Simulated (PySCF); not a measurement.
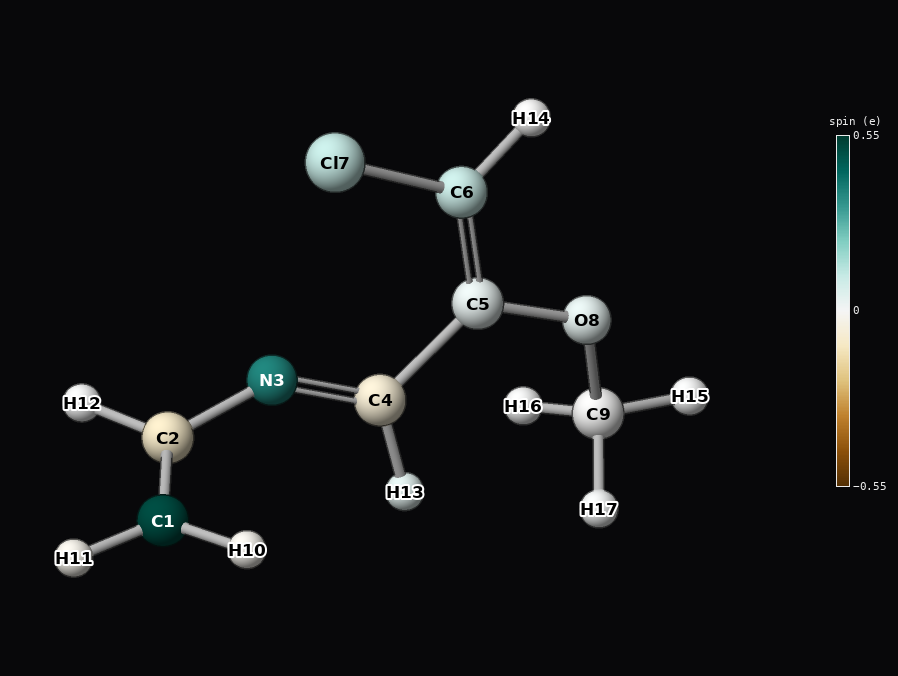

Atoms are coloured by their Mulliken spin populations. The species has charge +1 and is a spin doublet. Computed geometry: GFN2-xTB optimisation. No frequency run is at hand to confirm it as a minimum. Properties computed with UKS B3LYP, pcH-1 on C Cl H N O, non-relativistic (PySCF 2.14.0).

List the Mulliken spin populations.

```
atom  value (e)
  C1       0.51
  C2      −0.10
  N3       0.37
  C4      −0.07
  C5       0.03
  C6       0.10
 Cl7       0.11
  O8       0.04
  C9       0.00
 H10      −0.02
 H11      −0.02
 H12       0.00
 H13       0.05
 H14       0.00
 H15       0.00
 H16       0.00
 H17       0.00
```

Mulliken values depend strongly on the basis set.
